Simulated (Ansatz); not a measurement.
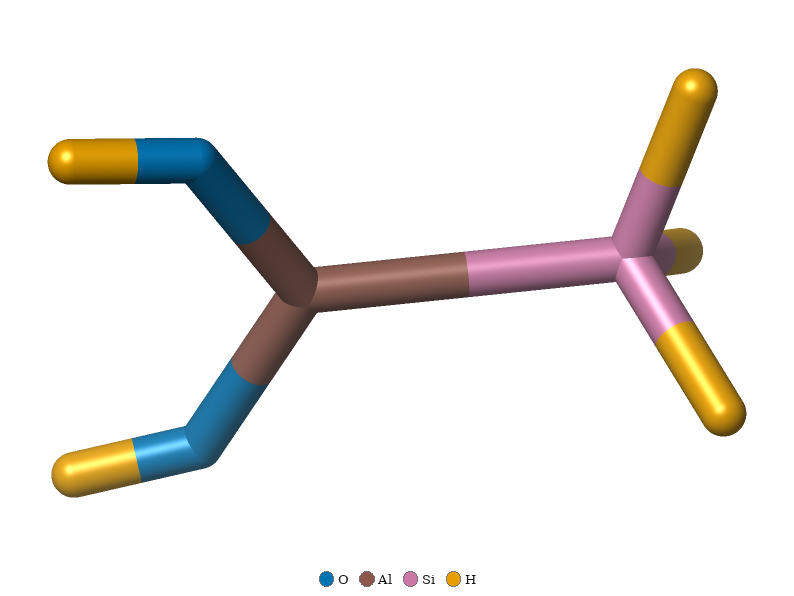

Stick drawing of a structure. Every bond is drawn as one stick, whatever its order.

The geometry was computed by an optimisation with PBE0-D4/def2-TZVP.

Question: What is the molecular formula?

Answer: AlH5O2Si, 9 atoms: 1 aluminium, 5 hydrogen, 2 oxygen and 1 silicon.

Question: Name functional groups in it.

Answer: Among them: Si–H bond.

More results for the same structure follow; atom numbers are the same in all pictures, views and colours differ.

## Dipole moment

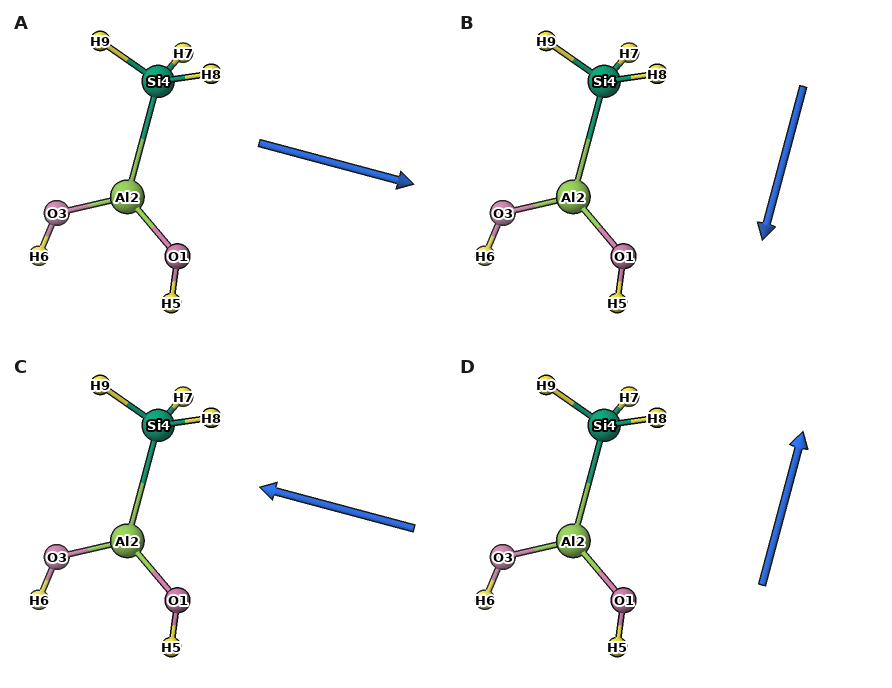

The same molecule four times, each with an arrow. Level of theory: RKS PBE0-D4/def2-TZVP (Ansatz 0.2.0).

Question: Which arrow points along the dipole moment, from the negative to the positive end?

Answer: B. The dipole moment is 2.55 D; it points from the side of H7, H8, H9 to the side of H5, H6 (the outermost atoms at the two ends).

## Vibrations

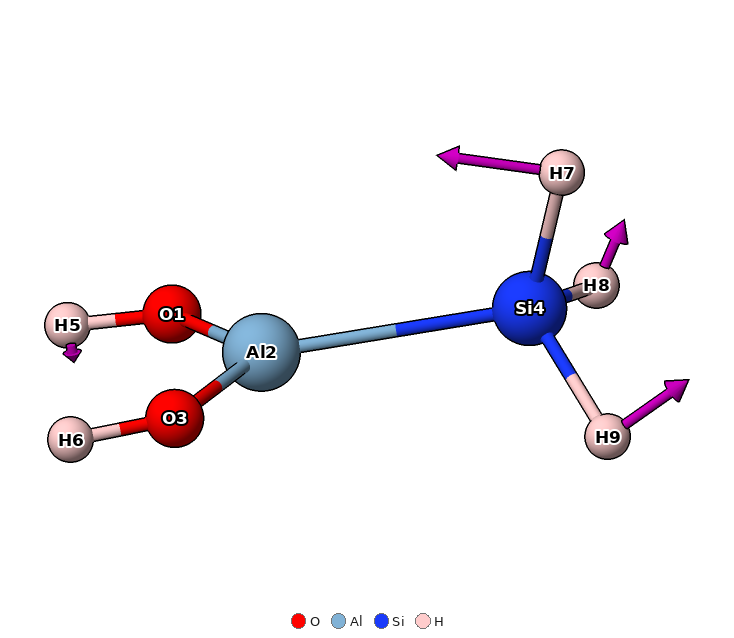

The arrows show one normal mode. Harmonic vibrations computed with RKS PBE0-D4/def2-TZVP (Ansatz 0.2.0) at a stationary point of the same level.

Question: What kind of motion is it?

Answer: Mostly Al–Si–H bending.

Question: At what wavenumber does it lie?

Answer: 465 cm⁻¹; it is mode 8 of 21 counted from the lowest.

## Electronic properties

Method: RKS HSE06 (plane-wave form)-D4/def2-TZVPP (Ansatz 0.2.0).

Question: Estimate the HOMO energy (Kohn–Sham orbital).

Answer: −7.63 eV.

Question: Estimate the dispersion correction.

Answer: −12.0 kJ/mol.

Question: Give the LUMO energy (Kohn–Sham orbital) at this level.

Answer: −1.07 eV.
